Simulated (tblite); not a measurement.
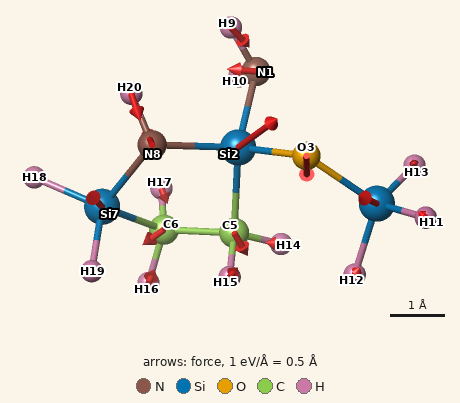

Starting geometry of C2H12N2OSi3 with the computed forces as red arrows. A ball-and-stick model, seen at a tilt.

Level of theory: GFN2-xTB geometry optimisation, gas phase (tblite). 

**What follows when this structure is relaxed?**

It isn't relaxed: the largest force vector, on a Si atom, is 3.00 eV/Å. The final displacements have little in common with the starting forces (cosine between the two patterns 0.30). An H atom moves most after the best rigid fit: 1.30 Å. By element the largest moves are H 1.30 Å, C 0.64 Å, Si 0.57 Å, O 0.51 Å, N 0.39 Å. Near-neighbour distances that change, for instance: O–Si 1.744 → 1.626 Å, O–Si 1.710 → 1.614 Å, N–Si 1.807 → 1.726 Å, N–Si 1.791 → 1.737 Å. Among the angles between lasting bonds that change: Si–O–Si 111.4° → 148.8°, Si–N–Si 101.4° → 116.5°, Si–N–H 107.4° → 121.8°. Groups turn about N–Si by about 45°, C–Si by about 25°. Over 109 geometry steps the energy falls by 142.6 kJ/mol.
